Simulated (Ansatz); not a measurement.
How far to go with the k-point mesh: ScBr3 (P3m1, 8 atoms in the cell)

```
ScBr3
1.0
    9.88894     0.00000     0.00000
   -4.94447     8.56408     0.00000
    0.00000     0.00000     3.51372
Sc Br
2 6
Direct
  0.33333   0.66667   0.76423
  0.66667   0.33333   0.25000
  0.21593   0.43187   0.25000
  0.78407   0.56813   0.75000
  0.78407   0.21593   0.75000
  0.21593   0.78407   0.25000
  0.56813   0.78407   0.25000
  0.43187   0.21593   0.75000
```

Method: PBEsol, default PAW files made with PBE (plane waves; Ansatz, a program for electronic structure).

Base settings: basis.ecutwfc = 420 eV; kpoints.mp_grid.grid = 2 2 6; hamiltonian.xc = pbesol; hamiltonian.pseudopotentials = {kind: paw} (the program's default PAW files); scf.occupations.method = fermi_dirac; scf.occupations.width = 0.02 eV.

The second cell is the first with its lattice scaled by 0.98.

Only quantities that move along the ladder and can be compared are tabulated.

The count of work is k-points × plane waves × bands × iterations; it is no time. Core times come from one kind of shared machine, to one figure; runs under 30 s give none.

The starting cell comes from a database of computed structures (which also holds hypothetical and non-ambient phases and stackings), without a prior relaxation at this level. Its lattice was rescaled by up to half a per cent. One atom was moved a little off its site on purpose. Ansatz's pressure includes its estimate of the finite-basis (Pulay) stress.

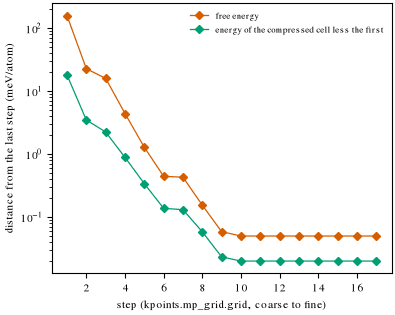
Fig. 1. Distance from the last step along the ladder; very small values are drawn at a floor.

```tsv
kpoints.mp_grid.grid	free energy less the last step's (meV/atom)	energy of the compressed cell less the first (meV/atom)	pressure (GPa)	largest difference of a force vector from the last step's (eV/Å)	gap on the mesh (eV)	count of work / last	core time / last (rough)
1 1 2	158.75	22.20	0.51	0.137	2.151	0.010	–
1 1 3	22.79	7.61	-0.50	0.057	2.122	0.010	–
2 2 3	16.00	6.36	-0.58	0.051	2.129	0.018	–
2 2 4	4.43	5.00	-0.67	0.010	2.097	0.031	–
2 2 5	1.29	4.45	-0.71	0.005	2.104	0.035	–
2 2 6	0.44	4.25	-0.72	0.002	2.114	0.046	–
3 3 6	0.43	4.25	-0.72	0.002	2.114	0.081	–
3 3 7	0.15	4.17	-0.73	0.001	2.099	0.087	–
4 4 8	0.06	4.14	-0.73	0.000	2.098	0.12	–
4 4 9	0.02	4.13	-0.73	0.000	2.102	0.12	–
4 4 10	0.01	4.12	-0.73	0.000	2.102	0.14	–
5 5 11	0.00	4.12	-0.73	0.000	2.098	0.21	0.2
5 5 12	0.00	4.12	-0.73	0.000	2.098	0.26	–
6 6 13	0.00	4.11	-0.73	0.000	2.100	0.39	0.6
6 6 15	0.00	4.11	-0.73	0.000	2.098	0.39	0.3
7 7 17	0.00	4.11	-0.73	0.000	2.100	0.53	0.6
8 8 18	0.00	4.12	-0.73	0.000	2.099	0.72	0.5
9 9 20	0.00	4.11	-0.73	0.000	2.098	1.0	1
```

Coarsest kpoints.mp_grid.grid that holds the free energy within 0.5 meV/atom of the last step, with all finer ones: 2 2 6, at 0.046 of the last step's count of work; the step before is off by 1.3 meV/atom.

Coarsest kpoints.mp_grid.grid that holds the pressure within 0.5 GPa of the last step, with all finer ones: 1 1 3, at 0.010 of the last step's count of work; the step before is off by 1.2 GPa.

Coarsest kpoints.mp_grid.grid that holds the energy of the compressed cell less the first within 2 meV/atom of the last step, with all finer ones: 2 2 4, at 0.031 of the last step's count of work; the step before is off by 2.2 meV/atom.

The energy difference between the two cells stays within 1 meV/atom of the last step's from 2 2 4 on, the total only from 2 2 6 on: much of the error is common to both cells and cancels.

The gap on the mesh jumps up and down from mesh to mesh; it is no smooth measure of convergence.

Keys are those of Ansatz 0.2.
